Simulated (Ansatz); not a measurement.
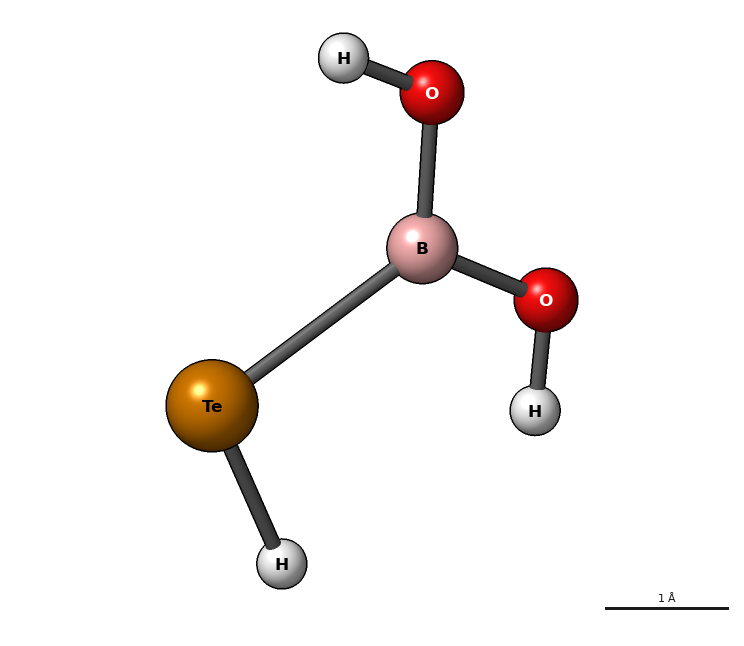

Ball-and-stick drawing of a structure.

What does the picture show?

The molecule is BH₃O₂Te. Its SMILES string is `OB(O)[TeH]`. It has no ring. The point group is Cs. All atoms lie on one plane. Coordination: 2 O bent; 1 B trigonal planar; 1 Te bent.

The parts below concern this one geometry. Atoms keep their numbers from picture to picture. The computed structure is the end point of a PBE0-D4/def2-TZVP optimisation.

Vibrations

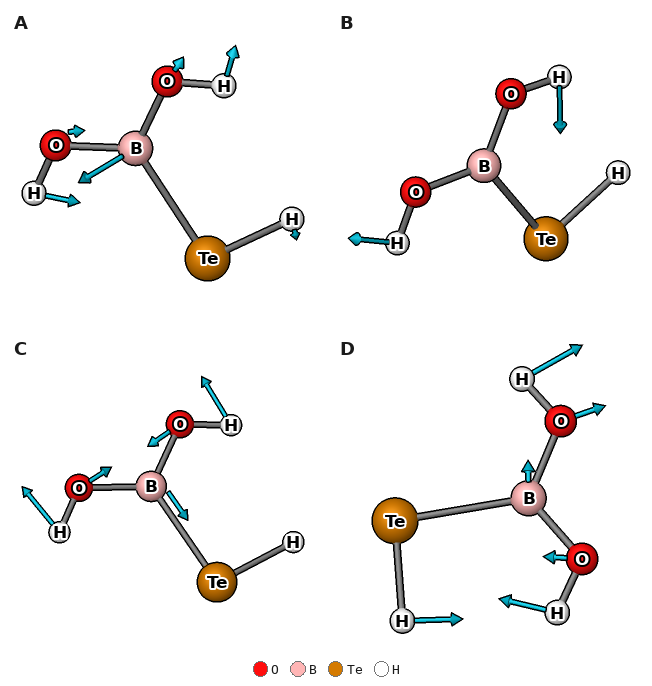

4 normal modes of one molecule or complex, as arrows. Harmonic vibrations computed with RKS PBE0-D4/def2-TZVP, core potentials on Te (Ansatz 0.2.0) at a stationary point of the same level.

Match the panels to the wavenumbers 235 cm⁻¹, 557 cm⁻¹, 976 cm⁻¹, 1465 cm⁻¹.

Answer. A: 1465 cm⁻¹
B: 976 cm⁻¹, B–O–H bending
C: 557 cm⁻¹
D: 235 cm⁻¹, O–B–Te bending

Dipole moment

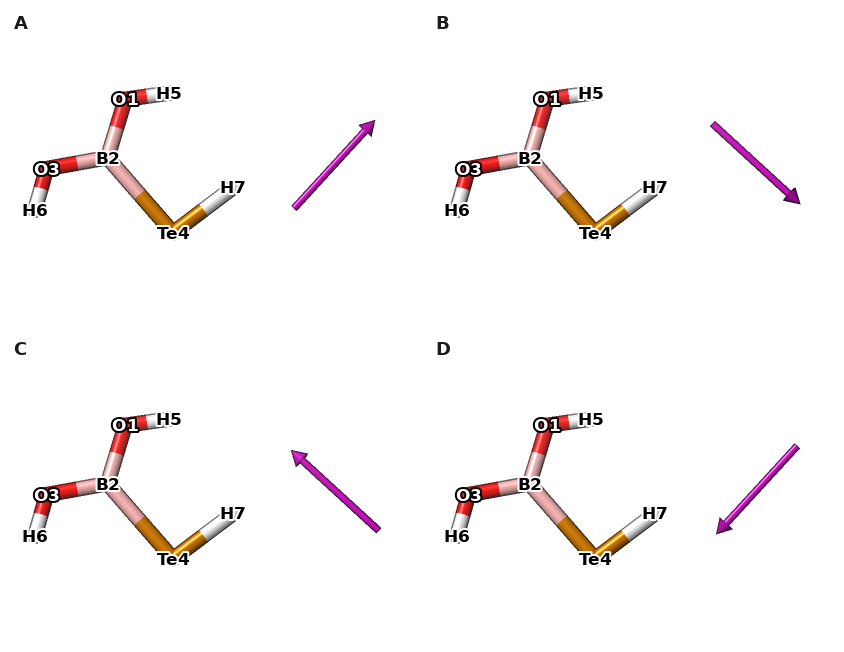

The same molecule four times, each with an arrow. Properties computed with RKS PBE0-D4/def2-TZVP, core potentials on Te (Ansatz 0.2.0).

Which arrow points along the dipole moment, from the negative to the positive end?

Answer. B. The dipole moment is 1.31 D; it points from the side of O3 to the side of H7 (the outermost atoms at the two ends).

Charges

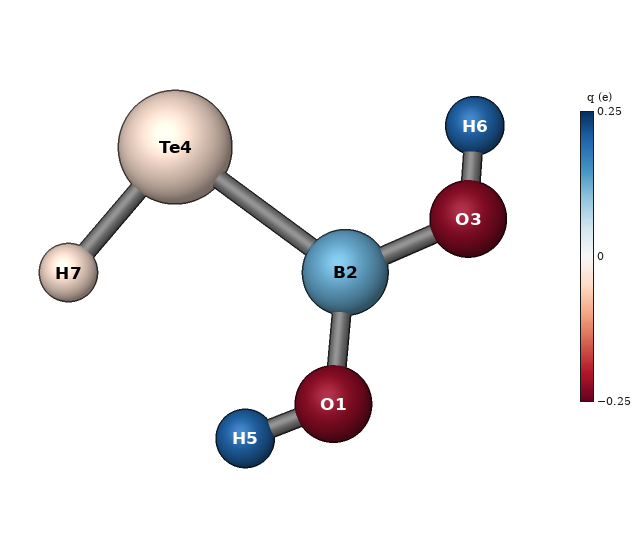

Atoms are coloured by their Mulliken charges. Method: RKS PBE-D4/def2-TZVPP, core potentials on Te (Ansatz 0.2.0).

List the Mulliken charges.

| atom | value (e) |
| --- | --- |
| O1 | −0.22 |
| B2 | 0.13 |
| O3 | −0.23 |
| Te4 | −0.04 |
| H5 | 0.20 |
| H6 | 0.20 |
| H7 | −0.04 |

Mulliken values depend strongly on the basis set and can even reverse the polarity of a bond.
